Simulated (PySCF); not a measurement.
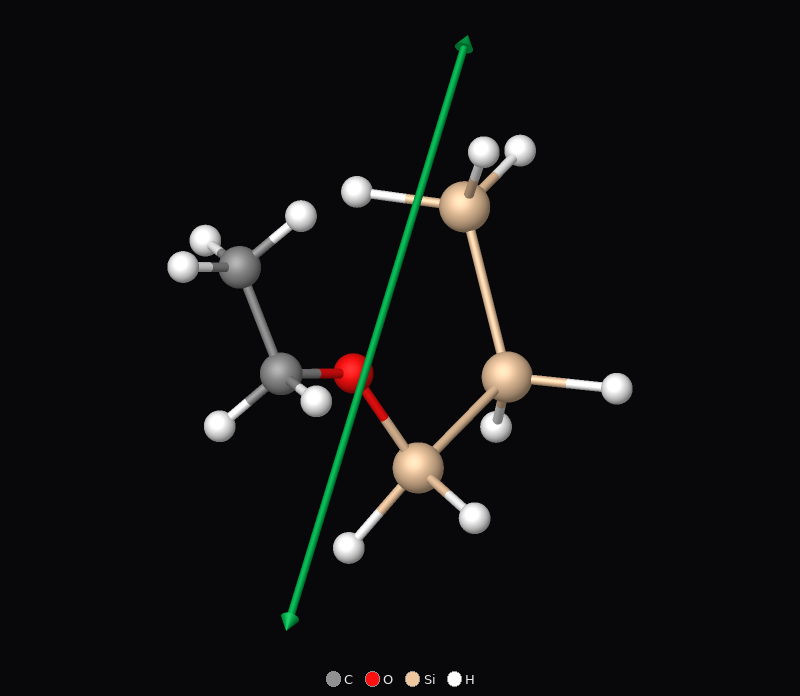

The double arrow shows the direction of the transition dipole to excited singlet state 1 (its length means nothing). Computed geometry: GFN2-xTB optimisation. No frequency run is at hand to confirm it as a minimum. Properties computed with TDDFT CAM-B3LYP/def2-SVPD, vertical, gas phase, core orbitals frozen in the response (PySCF 2.14.0).

> Where does the transition lie, and how strong is it?

6.44 eV (193 nm), oscillator strength 0.14, mainly HOMO → LUMO (weight 0.87); transition dipole 2.37 D.

The geometry is semi-empirical. Around Si such bond lengths and angles can be off by a tenth of an ångström or more and by several degrees, and values that hang on the shape move with them.
